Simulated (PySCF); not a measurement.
C$_{3}$H$_{5}$, charge −1, SMILES `C=C[CH2-]`.

Level of theory: M06-2X/def2-SVPD (PySCF), at a geometry from GFN2-xTB. The highest occupied Kohn–Sham orbital has positive energy, a self-interaction fault of such functionals for anions. No frequency check shows the geometry to be a minimum.

Cartesian coordinates (Å):

```
C1       1.2439   -0.1832    0.0000
C2      -0.0000    0.4002    0.0000
C3      -1.2439   -0.1832    0.0000
H4       1.3748   -1.2591    0.0000
H5       2.1539    0.4082    0.0000
H6      -0.0003    1.4996    0.0000
H7      -1.3748   -1.2591    0.0000
H8      -2.1539    0.4081    0.0000
```

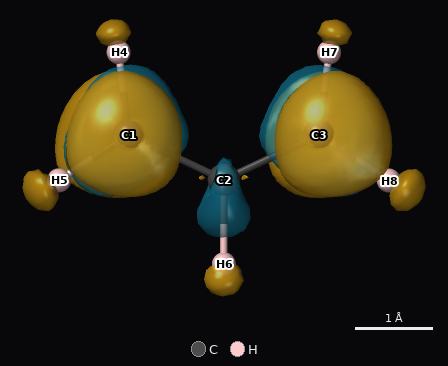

Fukui function f⁻ = ρ(N) − ρ(N−1) at fixed geometry, surfaces at ±0.03 e/Å³ (yellow positive, teal negative).

Q: On which atoms does the density change most on removal of an electron?

A: f⁻ (Hirshfeld-condensed) is largest on C1 and C3 (0.25 each); the vertical detachment energy is 0.35 eV. Condensed values hint at sites of electrophilic attack but needn't mark the atom that reacts. Orbital relaxation makes it negative in places (0.17 e in all).

```
atom     f⁻  charge
  C1  +0.25   −0.33
  C2  +0.06   −0.12
  C3  +0.25   −0.33
  H4  +0.09   −0.05
  H5  +0.11   −0.06
  H6  +0.05   −0.01
  H7  +0.09   −0.05
  H8  +0.11   −0.06
```

Run time: 2.6 min on 1 thread of Intel(R) Xeon(R) Platinum 8259CL CPU @ 2.50GHz (Skylake/Cascade Lake), on a shared host, peak memory 0.66 GiB.
